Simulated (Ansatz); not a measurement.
**Convergence study of the k-point mesh for ZnPt3 (P4mm, 4 atoms in the cell)**

```xyz
4
Lattice="3.9102 0.0000 0.0000 0.0000 3.9102 0.0000 0.0000 0.0000 3.9102" Properties=species:S:1:pos:R:3 pbc="T T T"
Zn     0.0000     0.0000     0.0500
Pt     1.9551     1.9551     0.0000
Pt     0.0000     1.9551     1.9551
Pt     1.9551     0.0000     1.9551
```

Level of theory: PBEsol, default PAW files made with PBE (plane waves; Ansatz, a quantum-chemistry and plane-wave program).

Base settings: basis.ecutwfc = 420 eV; kpoints.mp_grid.grid = 9 9 9; hamiltonian.xc = pbesol; hamiltonian.pseudopotentials = {kind: paw} (the program's default PAW files); scf.occupations.method = gaussian; scf.occupations.width = 0.1 eV.

The second cell is the first with its lattice scaled by 0.98.

Only quantities that move along the ladder and can be compared are tabulated.

The count of work is k-points × plane waves × bands × iterations; it is no time. Core times come from one kind of shared machine, to one figure; runs under 30 s give none.

The starting cell comes from a database of computed structures (which also holds hypothetical and non-ambient phases and stackings), without a prior relaxation at this level. Its lattice was rescaled by up to half a per cent. One atom was moved a little off its site on purpose. Spin polarisation is off. In the base run, with a pressure of about -6 GPa the cell is away from its equilibrium volume at this level. Ansatz's pressure includes its estimate of the finite-basis (Pulay) stress.

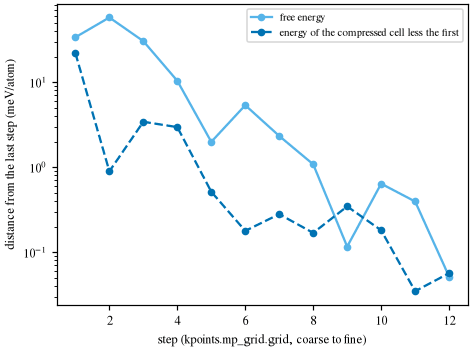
*Distance from the last step along the ladder; very small values are drawn at a floor.*

```tsv
kpoints.mp_grid.grid	free energy less the last step's (meV/atom)	energy of the compressed cell less the first (meV/atom)	pressure (GPa)	largest difference of a force vector from the last step's (eV/Å)	count of work / last	core time / last (rough)
2 2 2	-33.67	-16.86	-9.99	0.014	0.0082	–
3 3 3	-57.55	4.19	-6.36	0.019	0.0064	–
4 4 4	-30.33	1.66	-6.80	0.004	0.019	–
5 5 5	10.36	8.04	-5.70	0.001	0.019	–
6 6 6	1.99	4.56	-6.30	0.004	0.043	–
7 7 7	5.35	5.26	-6.10	0.002	0.043	–
8 8 8	-2.33	5.36	-6.16	0.001	0.080	–
9 9 9	1.08	4.91	-6.22	0.001	0.080	–
11 11 11	-0.12	4.73	-6.27	0.001	0.13	–
13 13 13	-0.64	4.90	-6.23	0.000	0.21	0.2
16 16 16	0.39	5.11	-6.18	0.000	0.43	0.4
18 18 18	-0.05	5.02	-6.20	0.000	0.59	0.6
22 22 22	0.00	5.08	-6.20	0.000	1.0	1
```

Coarsest kpoints.mp_grid.grid that holds the energy of the compressed cell less the first within 1 meV/atom of the last step, with all finer ones: 6 6 6, at 0.043 of the last step's count of work; the step before is off by 3.0 meV/atom.

Coarsest kpoints.mp_grid.grid that holds the pressure within 0.2 GPa of the last step, with all finer ones: 6 6 6, at 0.043 of the last step's count of work; the step before is off by 0.50 GPa.

Coarsest kpoints.mp_grid.grid that holds the forces within 0.01 eV/Å of the last step, with all finer ones: 4 4 4, at 0.019 of the last step's count of work; the step before is off by 0.019 eV/Å.

The energy difference between the two cells stays within 1 meV/atom of the last step's from 6 6 6 on, the total only from 11 11 11 on: much of the error is common to both cells and cancels.

Keys are those of Ansatz 0.2.
